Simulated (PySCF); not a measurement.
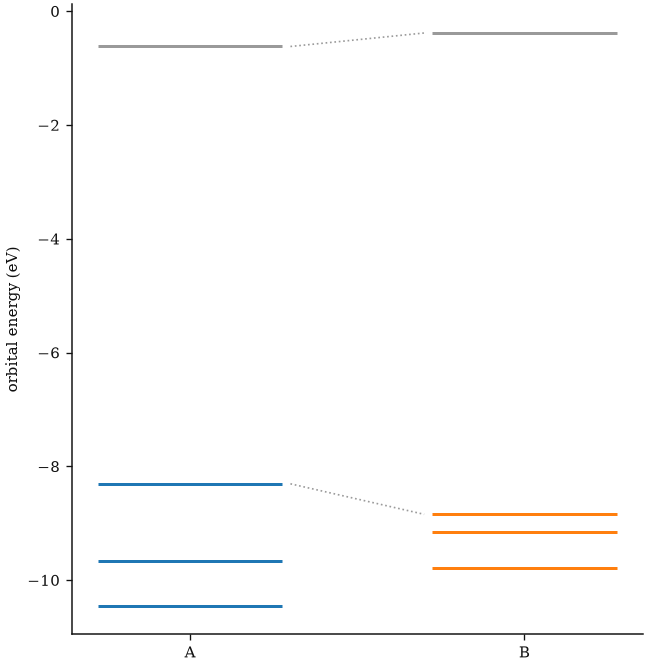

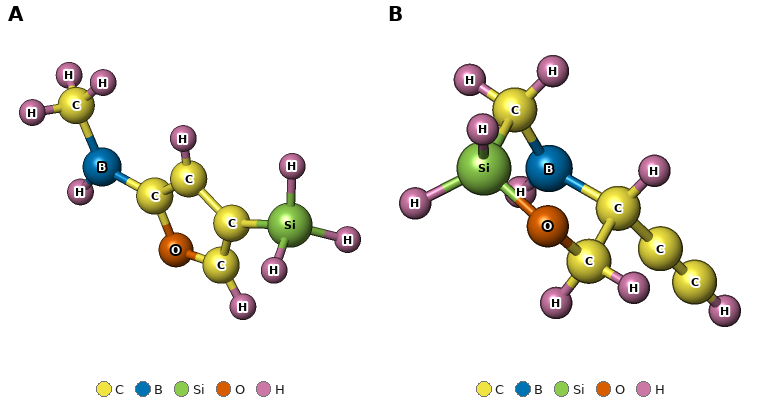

Related molecules: A is C₅H₉BOSi, SMILES CBc1cc([SiH3])co1; B is C₅H₉BOSi, SMILES C#C[C@H]1BC[SiH2]OC1. Frontier orbital energies, CAM-B3LYP/def2-SVPD with PySCF, at a GFN2-xTB geometry (no frequency check); drawn are at most three filled levels and, in grey, the LUMO with any level within 0.03 eV of it; dotted lines join the HOMOs and the LUMOs.

What does the change do to the frontier levels?

Answer. From A to B the HOMO falls by 0.54 eV and the LUMO rises by 0.24 eV, so the separation goes from 7.69 to 8.46 eV.

Limits of at least one run: one conformer of a flexible molecule; the tight-binding geometry is rougher than a DFT one and adds to the error.
